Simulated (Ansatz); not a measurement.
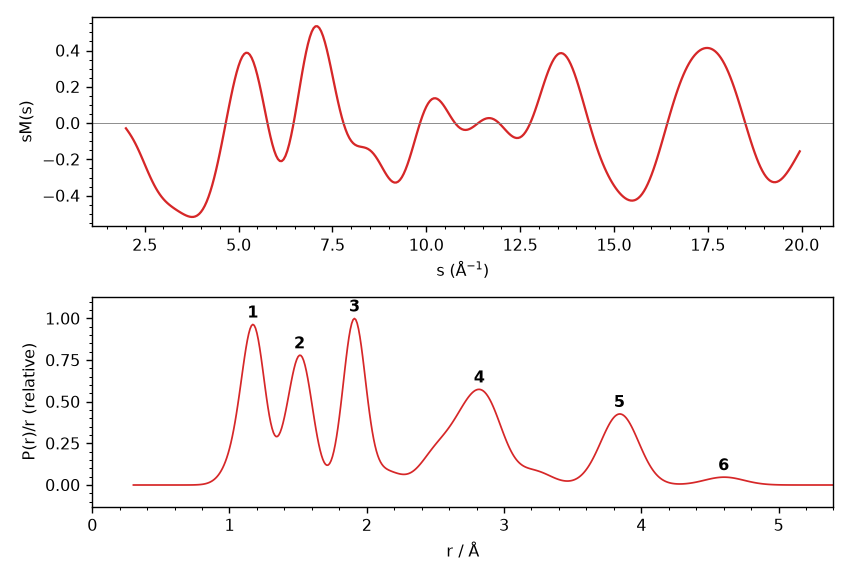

Simulated gas electron diffraction: reduced molecular intensity sM(s) from the Debye equation in the first Born approximation (top) and the radial distribution curve (bottom) of CH4AlBO. Each pair of atoms contributes with weight ZᵢZⱼ/r; damping constant 0.002 Å²; vibrational amplitudes assumed, not computed: 0.05 Å for bonds, 0.078 Å for bonds to H, 0.06 + 0.015 r up to 0.15 Å for other pairs. The geometry is the end point of an optimisation (Ansatz, RHF/STO-3G); it may be a saddle point or a higher isomer. SMILES: O=B[CH2][AlH2].

Which pairs of atoms lie under the numbered peaks? Mark bonded pairs by – and others by ···.

Answer. Peak 1, 1.17 Å: C–H 1.08 Å (×2), O–B 1.18 Å, not resolved
Peak 2, 1.51 Å: Al–H 1.47 Å (×2), C–B 1.53 Å, not resolved
Peak 3, 1.91 Å: Al–C 1.91 Å, B···H 2.13 Å (×2), not resolved
Peak 4, 2.82 Å: O···C 2.71 Å, Al···B 2.87 Å, C···H 2.92 Å (×2), not resolved; in its flanks Al···H 2.50 Å, O···H 3.23 Å
Peak 5, 3.84 Å: B···H 3.74 Å (×2), Al···O 3.85 Å, not resolved
Peak 6, 4.60 Å: O···H 4.60 Å (×2)
